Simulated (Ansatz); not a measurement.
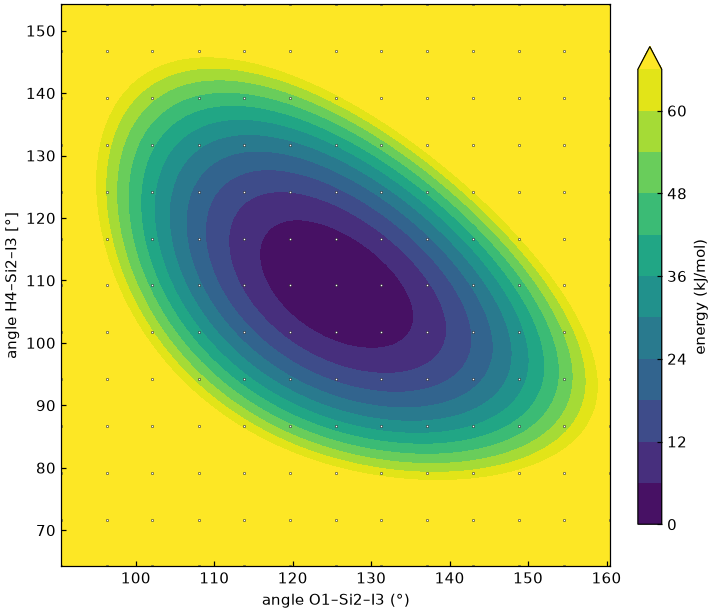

HIOSi, SMILES O=[SiH]I. Coordinates scanned: (1) angle O1–Si2–I3; (2) angle H4–Si2–I3. Nothing is relaxed (all other coordinates rigid). The scan uses a 13 × 13 grid. Energies are in kJ/mol, from the relaxed molecule at the same level. All numbers below come from RKS PBE0-D4/def2-TZVP in Ansatz 0.2.0.

The picture shows filled contours, dots at the grid points, one colour for all values above the top of the scale. Between grid points the surface is interpolated.

**Where is the minimum, and how stiff is the well along each coordinate?**

The interpolated minimum is at angle O1–Si2–I3 ≈ 125.5°, angle H4–Si2–I3 ≈ 109.2°. The curvatures there are about 5.5 eV/rad² and 5 eV/rad², with a cross term of about 2.5 eV/rad². Round the minimum the valley is somewhat tilted: raising angle O1–Si2–I3 shifts the best value of angle H4–Si2–I3 downwards (coupling k₁₂/√(k₁₁k₂₂) about 0.5). (1 eV is 96.5 kJ/mol.)
